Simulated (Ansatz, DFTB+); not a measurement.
## H3PO (SMILES O=[PH3]): the vertical energy of the triplet above the singlet, rung by rung

The species is H3PO (5 atoms), meant as a singlet with charge 0. SMILES: `O=[PH3]`. Geometry: relaxed at GFN2-xTB.

Quantity: the vertical energy of the triplet above the singlet, in eV. The values are calculated.

| level | kind | program | value (eV) | CPU time (all runs) |
| --- | --- | --- | --- | --- |
| DFTB2 | semi-empirical | DFTB+ | 6.30 | under 2 s |
| HF/STO-3G | Hartree–Fock | Ansatz | 7.51 | 0.51 s |
| PBE/STO-3G | GGA | Ansatz | 8.28 | 30 s |
| B3LYP/STO-3G | global hybrid | Ansatz | 8.20 | 8.8 s |
| r2SCAN0/STO-3G | hybrid meta-GGA | Ansatz | 8.22 | 30 s |
| wB97X/STO-3G | range-separated hybrid | Ansatz | 8.38 | 44 s |
| B2PLYP/STO-3G | double hybrid | Ansatz | 8.37 | 7.8 s |
| RPA@PBE/STO-3G | RPA | Ansatz | 7.78 | 37 s |
| MP2/STO-3G | perturbation theory | Ansatz | 8.49 | 0.42 s |
| CCSDT(Q)/STO-3G | coupled cluster or CI | Ansatz | 8.38 | 2 s |

The values span 6.30 to 8.49 eV. All rows use very small basis sets, so none should be taken for the real molecule's value. In so small a basis fixed costs decide the times, and correlated methods can beat functionals. Times are those of the runs behind each value, whatever else they computed, on shared processors of several kinds: orders of magnitude only.

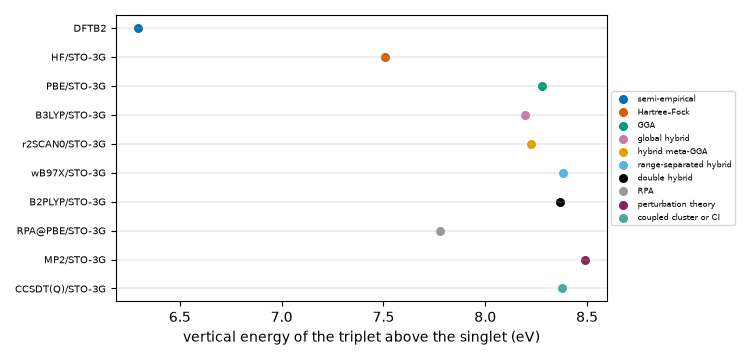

The values of the table, level by level.
